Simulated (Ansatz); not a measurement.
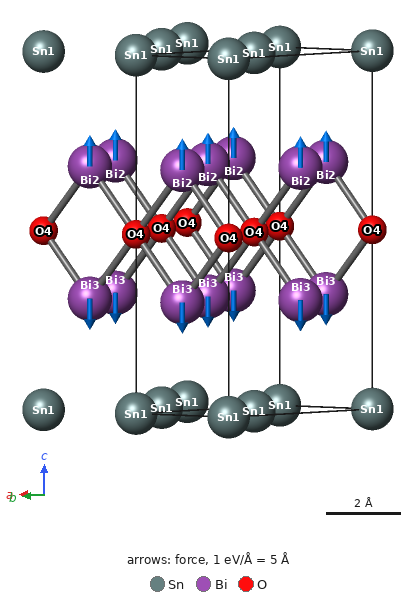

Starting geometry of solid SnBi2O (a generated structure, set up in Cmmm) with the computed forces as blue arrows. Style: ball-and-stick. Shown: the conventional cell (2 times the calculation's cell), repeated 2 × 1 × 1 with one cell outlined, from a free direction. Lengths and directions refer to the drawn axes.

Method: Ansatz, DFT PBE, scalar-relativistic, plane waves, PAW.

Input
```yaml
crystal:
  lattice:
    - [1.6447414455, -3.0610741742, 0.0]
    - [1.6447414455, 3.0610741742, 0.0]
    - [0.0, 0.0, 9.7923771391]
  atoms:
    - { symbol: Sn, position: [0.0, 0.0, 0.0] }
    - { symbol: Bi, position: [0.5, 0.5, 0.684888265] }
    - { symbol: Bi, position: [0.5, 0.5, 0.315111735] }
    - { symbol: O, position: [0.0, 0.0, 0.5] }
basis:
  ecutwfc: 420
kpoints:
  mp_grid: { grid: [16, 16, 6] }
hamiltonian:
  xc: pbe
scf:
  occupations: { method: gaussian, width: 0.1 }
output:
  forces: true
  stress: true
  eigenvalues: true
  write_density: true
  write_potential: true
  elf: true
  volumetric_format: npy
relax:
  adjacent_minimum: "off"
  f_tol: 0.01
  max_steps: 80
  cell: { stress_tol: 0.05 }
```

Run as
```bash
ansatz run input.yaml --threads 1 --pin off --max-ram 2560MiB --backend cpu --events-out ev --progress --plain --runs-dir out
```

Q: What follows when this structure is relaxed?

A: It isn't relaxed: the largest force vector, on Bi atoms, is 0.17 eV/Å. The atoms end up moving mostly along the starting forces (cosine between the two patterns 1.00). The largest moves relative to the cell, 0.035 Å, are those of Bi2 and Bi3. Bi2 goes along +c. O and Sn stay in place. The drawn cell changes as follows: a 3.289 → 3.342 Å (+1.6 %), b 6.122 → 6.071 Å (−0.8 %), c 9.792 → 9.566 Å (−2.3 %); the volume changes by −1.6 %. Among the contacts that change: Bi2–O4 2.446 → 2.459 Å. The space group stays Cmmm (No. 65). After 3 accepted moves (4 points after the start) the energy has fallen by 3.7 meV per atom. Largest force component: 0.17 eV/Å at the start, 0.002 eV/Å at the end. Pressure: −0.19 GPa at the start and 0.00 GPa at the end. The SCF was repeated once at an unchanged geometry on a basis and grid sized afresh for the cell, which shifted the energy by 0.3 meV per atom at most.
